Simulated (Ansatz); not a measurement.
ClFGe···HF

The calculation's input:

```
crystal:
  periodic: [false, false, false]
  atoms:
    - { symbol: Ge, position_ang: [0.0, 0.0, 0.0] }
    - { symbol: H, position_ang: [0.9646, 0.0, 1.4601] }
    - { symbol: F, position_ang: [1.8114, 0.0, 0.5034] }
    - { symbol: F, position_ang: [-0.7913, 1.3709, -0.5594] }
    - { symbol: Cl, position_ang: [-1.0456, -1.8115, -0.7393] }
basis:
  gaussian: { orbitals: def2-SVP }
hamiltonian:
  xc: pbe
relax:
  f_tol: 0.15
  max_steps: 25
  restrain:
    - { distance: [1, 2], at: 0.92, k: 30.0 }
    - { distance: [0, 1], at: 2.75, k: 30.0 }
    - { distance: [0, 2], at: 2.88, k: 30.0 }
output:
  orbitals: {}
```

Run with:

```sh
ansatz run input.yaml --threads 1 --pin off --max-ram 2048MiB --backend cpu --events-out ev --progress --plain --runs-dir out
```

The fields are those of the run's last geometry, not of the input's.

These are results of RKS PBE/def2-SVP (Ansatz), not measurements.

**Predict the electron density and electron localisation function between the atoms.**

Ge–F (1.77 Å): the density is about 0.86 e/Å³ at the midpoint; the ELF peaks at about 0.80 in the valence shell of F, 0.5 Å from its nucleus, and is about 0.20 at the midpoint.
Ge–Cl (2.21 Å): ρ at the midpoint is about 0.65 e/Å³; the ELF peaks at about 0.80 in the valence shell of Cl, 0.8 Å from its nucleus, and is about 0.55 at the midpoint.

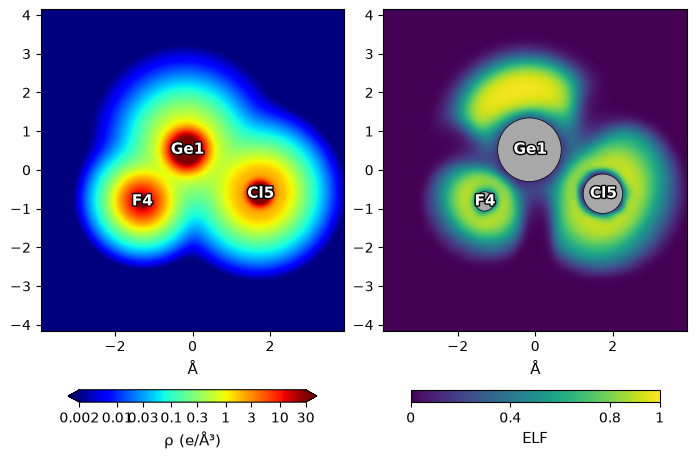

Computed electron density and electron localisation function on the plane of atoms F4, Ge1 and Cl5, in this order. Grey discs cover the atomic cores in the ELF map. 
